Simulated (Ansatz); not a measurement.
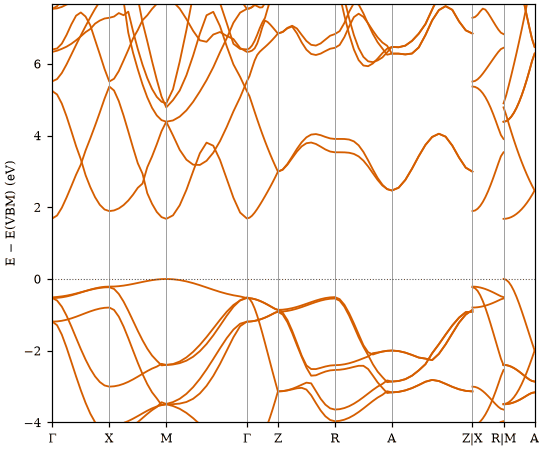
Band structure from plane-wave PAW r²SCAN (Ansatz code)

### Question
Read off the gap and where the band edges lie.

### Answer
About 1.7 eV (1.68 eV by a search for the band edges); maximum at M, minimum at M.

The material is MgS in space group P4_2/mmc (No. 131; Mg on 2c, S on 2e).

The cell is a constructed one: a structure type filled with these elements; neither database checked (COD, Materials Project) lists it. COD files the formula under space group No. 225, so this cell is another polymorph or a model. Whether it is the stable phase at ambient conditions was not checked. Symmetry was held in the r²SCAN relaxation. At this level the phase is mechanically unstable.

Potentials: the later of the program's two PAW sets.
